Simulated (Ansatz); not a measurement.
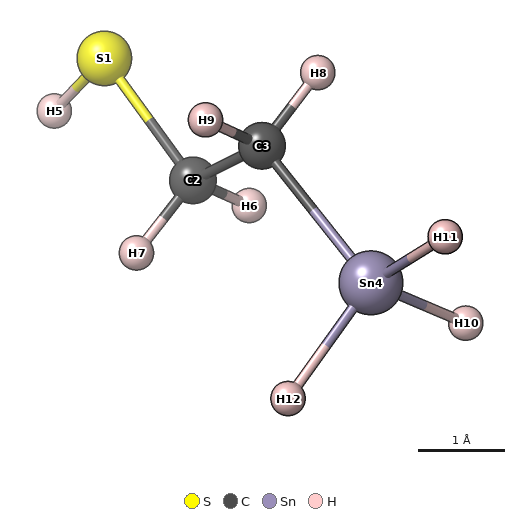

*The input geometry (ball-and-stick view, seen at a tilt; atoms are numbered from 1 in the order of the input). Sticks mark near contacts.*

## Nudged elastic band of C₂H₈SSn (part 1 of 2)

System: C₂H₈SSn.
Method: RKS B3LYP-D4/def2-SVP (Ansatz 0.2.0).

The run did not end well. One setting was made poor on purpose. It belongs to a series of runs on one base structure; here: band between the two ends.

### The input
```yaml
crystal:
  periodic: [false, false, false]
  atoms:
    - { symbol: S, position_ang: [-2.640824, 0.448435, 0.79574] }
    - { symbol: C, position_ang: [-0.916863, 0.657458, 0.161383] }
    - { symbol: C, position_ang: [-0.191509, -0.679147, 0.226962] }
    - { symbol: Sn, position_ang: [1.865532, -0.568539, -0.495944] }
    - { symbol: H, position_ang: [-3.034996, 1.733178, 0.628757] }
    - { symbol: H, position_ang: [-0.405397, 1.415985, 0.774026] }
    - { symbol: H, position_ang: [-0.96473, 1.031481, -0.873074] }
    - { symbol: H, position_ang: [-0.154579, -1.056046, 1.26155] }
    - { symbol: H, position_ang: [-0.711124, -1.438368, -0.379132] }
    - { symbol: H, position_ang: [2.753013, 0.554585, 0.461275] }
    - { symbol: H, position_ang: [2.605436, -2.118027, -0.394078] }
    - { symbol: H, position_ang: [1.87304, -0.036094, -2.133565] }
basis:
  gaussian: { orbitals: def2-SVP }
hamiltonian:
  xc: b3lyp
  dispersion: d4
neb:
  order_check: false
  images: 9
  f_tol: 0.05
  max_iterations: 29
  initial_path: linear
  final_atoms:
    - { symbol: S, position_ang: [-2.1142195, 1.37354737, 0.42773511] }
    - { symbol: C, position_ang: [-0.75587767, 0.7166937, -0.29478656] }
    - { symbol: C, position_ang: [-0.12600083, -0.5594686, 0.15925442] }
    - { symbol: Sn, position_ang: [1.96345887, -0.59248695, -0.48256655] }
    - { symbol: H, position_ang: [-1.82553868, 1.41476187, 1.77005563] }
    - { symbol: H, position_ang: [-3.20679768, 0.48255373, 0.74510653] }
    - { symbol: H, position_ang: [-0.7318769, 1.00352494, -1.35014269] }
    - { symbol: H, position_ang: [-0.09882487, -0.62949002, 1.26178479] }
    - { symbol: H, position_ang: [-0.60859621, -1.48976791, -0.2054467] }
    - { symbol: H, position_ang: [2.88136885, 0.51454742, 0.46462189] }
    - { symbol: H, position_ang: [2.65022125, -2.17063358, -0.3244653] }
    - { symbol: H, position_ang: [2.04968236, -0.11888098, -2.13725057] }
```

Launched with:
```bash
ansatz run input.yaml --threads 2 --pin off --max-ram 3072MiB --backend cpu --events-out ev --progress --plain --runs-dir out
```

### What the program printed
```
Engine: ansatz 0.2.0, aarch64-unknown-linux-gnu
Functional definition: B3LYP
  parameter a0 = 0.2
  parameter ax = 0.72
  parameter ac = 0.81
  exchange = (1 - a0 - ax)*slater_x + ax*b88_x + a0*exact_x
  correlation = (1 - ac)*vwn_rpa_c + ac*lyp_c
1312 factors; integrals over basis functions are off by at most 4.1e-4 eV
mean field evaluation 1: about -18861.6341 eV, gradient 4.9e1 eV
mean field evaluation 2: about -18853.4706 eV, gradient 7.1e1 eV
mean field evaluation 4: about -18867.8886 eV, gradient 1.8e0 eV
mean field evaluation 8: about -18867.9146 eV, gradient 1.4e-1 eV
mean field evaluation 16: about -18867.9146 eV, gradient 9.0e-6 eV
mean field -18867.91460759 eV, -693.3830726971 hartree, gradient 9.0e-6 eV, S^2 0.000000; 0 other end points of the search recorded, 0 dependent functions left out
the calculation of the forces begins
reference -18867.91489814 eV, -693.3830833747 hartree; 29, 29 occupied and 83, 83 virtual orbitals, 1312 factors
1313 factors; integrals over basis functions are off by at most 1.1e-3 eV
mean field evaluation 32: about -18865.0568 eV, gradient 1.2e-5 eV
mean field -18865.05679874 eV, -693.2780501590 hartree, gradient 1.2e-5 eV, S^2 0.000000; 0 other end points of the search recorded, 0 dependent functions left out
[... from here on the field's lines of each further geometry are left out, up to the last ...]
NEB iter   1: max|band force component| = 3.929e0 eV/Å  barrier→ = 5.8061 eV  barrier← = 2.9602 eV  Δτ_max = 0.2000 Å  (303 SCF iters)
NEB iter   2: max|band force component| = 2.522e0 eV/Å  barrier→ = 4.8272 eV  barrier← = 1.9813 eV  Δτ_max = 0.2000 Å  (282 SCF iters)
NEB iter   3: max|band force component| = 7.898e0 eV/Å  barrier→ = 4.5561 eV  barrier← = 1.7102 eV  Δτ_max = 0.1013 Å  (282 SCF iters)
NEB iter   4: max|band force component| = 1.196e0 eV/Å  barrier→ = 4.4474 eV  barrier← = 1.6015 eV  Δτ_max = 0.1149 Å  (265 SCF iters)
NEB iter   5: max|band force component| = 5.637e-1 eV/Å  barrier→ = 4.3314 eV  barrier← = 1.4855 eV  Δτ_max = 0.1981 Å  (262 SCF iters)
NEB iter   6: max|band force component| = 5.070e-1 eV/Å  barrier→ = 4.3858 eV  barrier← = 1.5399 eV  Δτ_max = 0.2000 Å  (260 SCF iters)
NEB iter   7: max|band force component| = 1.539e0 eV/Å  barrier→ = 4.2289 eV  barrier← = 1.3830 eV  Δτ_max = 0.1000 Å  (270 SCF iters)
NEB iter   8: max|band force component| = 1.633e0 eV/Å  barrier→ = 4.0475 eV  barrier← = 1.2016 eV  Δτ_max = 0.0995 Å  (263 SCF iters)
NEB iter   9: max|band force component| = 1.034e0 eV/Å  barrier→ = 3.9041 eV  barrier← = 1.0582 eV  Δτ_max = 0.0999 Å  (261 SCF iters)
NEB iter  10: max|band force component| = 1.158e0 eV/Å  barrier→ = 3.9708 eV  barrier← = 1.1249 eV  Δτ_max = 0.0502 Å  (261 SCF iters)
NEB iter  11: max|band force component| = 1.118e0 eV/Å  barrier→ = 3.9136 eV  barrier← = 1.0677 eV  Δτ_max = 0.0501 Å  (256 SCF iters)
NEB iter  12: max|band force component| = 1.028e0 eV/Å  barrier→ = 3.8438 eV  barrier← = 0.9979 eV  Δτ_max = 0.1006 Å  (257 SCF iters)
NEB iter  13: max|band force component| = 6.732e-1 eV/Å  barrier→ = 3.7036 eV  barrier← = 0.8577 eV  Δτ_max = 0.2000 Å  (264 SCF iters)
NEB iter  14: max|band force component| = 1.705e0 eV/Å  barrier→ = 3.6406 eV  barrier← = 0.7947 eV  Δτ_max = 0.1013 Å  (259 SCF iters)
NEB iter  15: max|band force component| = 1.119e0 eV/Å  barrier→ = 3.6418 eV  barrier← = 0.7959 eV  Δτ_max = 0.1005 Å  (256 SCF iters)
NEB iter  16: max|band force component| = 8.128e-1 eV/Å  barrier→ = 3.6548 eV  barrier← = 0.8089 eV  Δτ_max = 0.1013 Å  (265 SCF iters)
NEB iter  17: max|band force component| = 1.146e0 eV/Å  barrier→ = 3.6848 eV  barrier← = 0.8389 eV  Δτ_max = 0.1006 Å  (261 SCF iters)
NEB iter  18: max|band force component| = 1.204e0 eV/Å  barrier→ = 3.6926 eV  barrier← = 0.8467 eV  Δτ_max = 0.1020 Å  (265 SCF iters)
NEB iter  19: max|band force component| = 6.723e-1 eV/Å  barrier→ = 3.6840 eV  barrier← = 0.8381 eV  Δτ_max = 0.1009 Å  (263 SCF iters)
NEB iter  20: max|band force component| = 7.370e-1 eV/Å  barrier→ = 3.6848 eV  barrier← = 0.8389 eV  Δτ_max = 0.0505 Å  (261 SCF iters)
NEB iter  21: max|band force component| = 7.287e-1 eV/Å  barrier→ = 3.6718 eV  barrier← = 0.8259 eV  Δτ_max = 0.0504 Å  (262 SCF iters)
NEB iter  22: max|band force component| = 7.027e-1 eV/Å  barrier→ = 3.6542 eV  barrier← = 0.8083 eV  Δτ_max = 0.1002 Å  (254 SCF iters)
NEB iter  23: max|band force component| = 6.245e-1 eV/Å  barrier→ = 3.6442 eV  barrier← = 0.7983 eV  Δτ_max = 0.0998 Å  (268 SCF iters)
NEB iter  24: max|band force component| = 6.041e-1 eV/Å  barrier→ = 3.6422 eV  barrier← = 0.7963 eV  Δτ_max = 0.1030 Å  (262 SCF iters)
NEB iter  25: max|band force component| = 4.667e-1 eV/Å  barrier→ = 3.6193 eV  barrier← = 0.7734 eV  CI = image 6  Δτ_max = 0.1024 Å  (259 SCF iters)
NEB iter  26: max|band force component| = 4.304e-1 eV/Å  barrier→ = 3.6135 eV  barrier← = 0.7676 eV  CI = image 6  Δτ_max = 0.1009 Å  (259 SCF iters)
NEB iter  27: max|band force component| = 4.714e-1 eV/Å  barrier→ = 3.6190 eV  barrier← = 0.7731 eV  CI = image 6  Δτ_max = 0.0503 Å  (262 SCF iters)
NEB iter  28: max|band force component| = 4.157e-1 eV/Å  barrier→ = 3.6166 eV  barrier← = 0.7707 eV  CI = image 6  Δτ_max = 0.0505 Å  (254 SCF iters)
the calculation of the forces begins
reference -18865.00103720 eV, -693.2760009603 hartree; 29, 29 occupied and 83, 83 virtual orbitals, 1314 factors
these checks for a lower state are left out or cut short: starts, cluster_reference, orbital_swaps, neighbouring_geometries, increment
1313 factors; integrals over basis functions are off by at most 9.6e-4 eV
mean field -18865.04148419 eV, -693.2774873596 hartree, gradient 1.2e-5 eV, S^2 0.000000; 0 other end points of the search recorded, 0 dependent functions left out
the calculation of the forces begins
reference -18865.04177991 eV, -693.2774982270 hartree; 29, 29 occupied and 83, 83 virtual orbitals, 1313 factors
NEB iter  29: max|band force component| = 4.702e-1 eV/Å  barrier→ = 3.6136 eV  barrier← = 0.7677 eV  CI = image 6  Δτ_max = 0.0506 Å  (261 SCF iters)
```

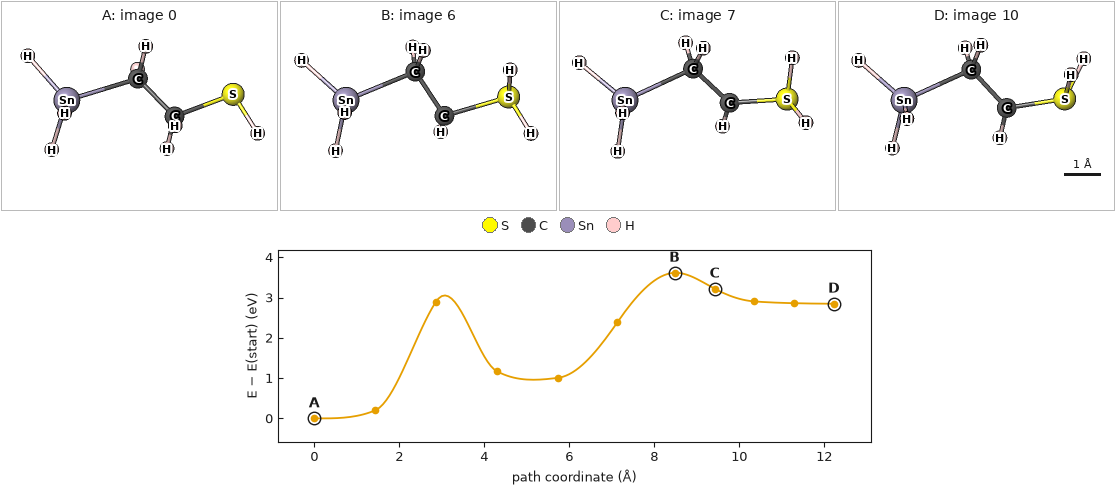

*Images of the last band (counted from 0; ball-and-stick, seen at a tilt) above the energy along the path; the line is a cubic interpolation that uses the forces.*

The highest image is number 6, 3.614 eV above the start and 0.768 eV above the end (the climbing image); the end lies 2.846 eV above the start. The path is 12.23 Å long. The band had not converged after 29 iterations.
